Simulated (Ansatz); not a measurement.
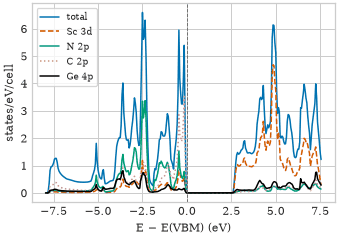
Fig. 1. Total and projected density of states of ScGeCN in space group P3m1 (No. 156; Sc on 1b, Ge on 1c, C on 1b, N on 1c), the program Ansatz at the r²SCAN level (PAW)

Problem. Which orbitals carry the states next to the gap?

Solution. Top 1 eV of the valence band: C 2p 54 %, N 2p 22 %, Sc 3d 13 %, Ge 4p 5 %. Bottom 1 eV of the conduction band: Sc 3d 67 %, Ge 4p 7 %, Ge 4s 6 %, outside the projected shells 7 %. Projections are on Löwdin-orthogonalised atomic valence shells; empty p or d shells of many metals are not among them.

Problem. Where is the tallest occupied peak in this window, and what makes it?

Solution. Near -2.5 eV, about 6.6 states/eV per cell; the largest projected share is N 2p.

The start of the workflow was typed in or built on a structure type; neither database checked (COD, Materials Project) lists it. Its standing as an ambient phase is unchecked. The cell was relaxed with r²SCAN under the symmetry of its start; its stability against distortions is not shown here. The run is not spin-polarised. Spin–orbit coupling is left out wherever it is not named.

Potentials: the earlier of the program's two PAW sets. The files were generated under PBE; for other functionals the program regenerates the frozen cores, and for LDA and PBEsol the local potential too.
